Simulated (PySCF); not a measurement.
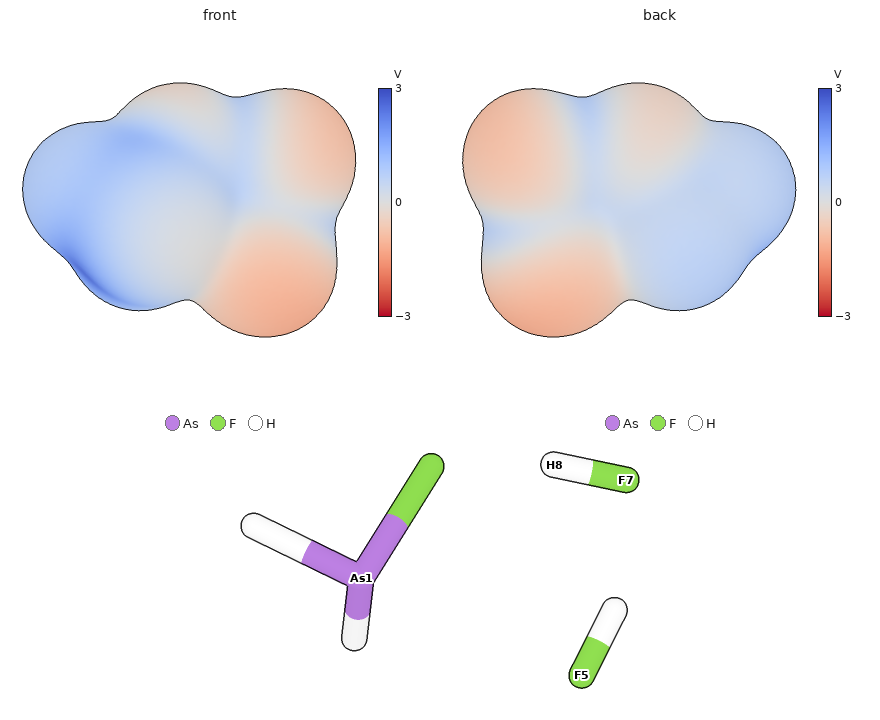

The picture shows: AsFH₂···HF···HF (SMILES F[AsH2].F.F). The electrostatic potential painted on the density surface at 0.001 e/bohr³, seen from the front and from behind; the colour scale runs from red (negative) to blue (positive). The bare structure is drawn below in the same view.

Geometry: PBE0-D3(BJ)/def2-SVPD.

The calculation used wB97M-D3(BJ)/def2-TZVPD, SCF density, gas phase (PySCF).

Input file:

```
{"job": {"kind": "inter", "xc": "wB97M-D3(BJ)", "basis": "def2-TZVPD", "pairs": false}, "charge": 0, "multiplicity": 1, "parts": [{"atoms": "0-3", "charge": 0, "multiplicity": 1}, {"atoms": "4-5", "charge": 0, "multiplicity": 1}, {"atoms": "6-7", "charge": 0, "multiplicity": 1}]}
As    -0.520301     0.565066     0.162040
F      0.995305     0.837111    -0.815206
H     -1.311679     0.165584    -1.087049
H     -0.184372    -0.891913     0.462239
F      1.757194     0.369857     2.318177
H      2.432980     0.710088     1.763108
F      3.156480     1.276162     0.372262
H      2.398747     1.152519    -0.184339
```

Run with:

```sh
OMP_NUM_THREADS=1 python cluster_run.py task.json out
```

Where is the surface potential most negative and most positive?

Answer. The most negative region (about −1.1 V, or −25 kcal/mol for a unit charge) lies over F5, the most positive (about +2.2 V, or +51 kcal/mol for a unit charge) over As1.

What dipole moment does the calculation give?

Answer. Its dipole moment is 3.28 D.
